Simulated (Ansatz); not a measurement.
C4H5N

The calculation's input:

```
crystal:
  periodic: [false, false, false]
  atoms:
    - {symbol: C, position_ang: [-1.316755, -1.070596, 0.283043]}
    - {symbol: C, position_ang: [-0.327901, -0.112128, 0.852107]}
    - {symbol: C, position_ang: [0.593889, 0.526906, 0.168784]}
    - {symbol: C, position_ang: [1.471454, 1.126520, -0.525310]}
    - {symbol: N, position_ang: [2.366093, 1.769925, -1.079452]}
    - {symbol: H, position_ang: [-2.336652, -0.727594, 0.486736]}
    - {symbol: H, position_ang: [-1.189087, -1.188836, -0.792050]}
    - {symbol: H, position_ang: [-1.216710, -2.048753, 0.765196]}
    - {symbol: H, position_ang: [-0.393310, 0.058116, 1.928549]}
    - {symbol: H, position_ang: [2.432179, 1.615338, -2.084702]}
basis:
  gaussian: {orbitals: def2-TZVPP}
hamiltonian: {xc: pbe0, dispersion: d4}
output: {orbitals: {seedname: orbitals}}
```

Command:

```sh
ansatz run in.yaml --threads 2 --pin off --events-out ev --progress --plain --max-ram 4352MiB
```

Geometry: PBE0-D4/def2-TZVP.

These are results of RKS PBE0-D4/def2-TZVPP in Ansatz 0.2.0, not measurements.

Question: What can the converged electron density and electron localisation function tell about the bonding?

Answer: C–N (1.23 Å): ρ at the midpoint is about 3 e/Å³; the ELF peaks at about 0.90 between the atoms; a multiple bond.
C–C (1.27 Å): ρ is about 2.5 e/Å³ halfway; the ELF peaks at about 0.90 between the atoms (a short, multiple covalent bond).
N–H (1.02 Å): ρ at the midpoint is about 2.9 e/Å³; the ELF climbs to about 1 towards the hydrogen, as it does in any bond to H: an ordinary covalent bond to hydrogen.
C–C (1.31 Å): ρ at the midpoint is about 2.4 e/Å³; the ELF peaks at about 0.90 between the atoms (a multiple bond).

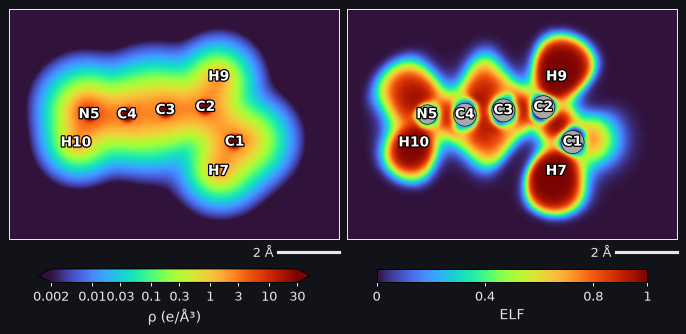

Computed electron density and electron localisation function on the plane of atoms C2, C1 and H7, in this order. Grey discs cover the atomic cores in the ELF map. 
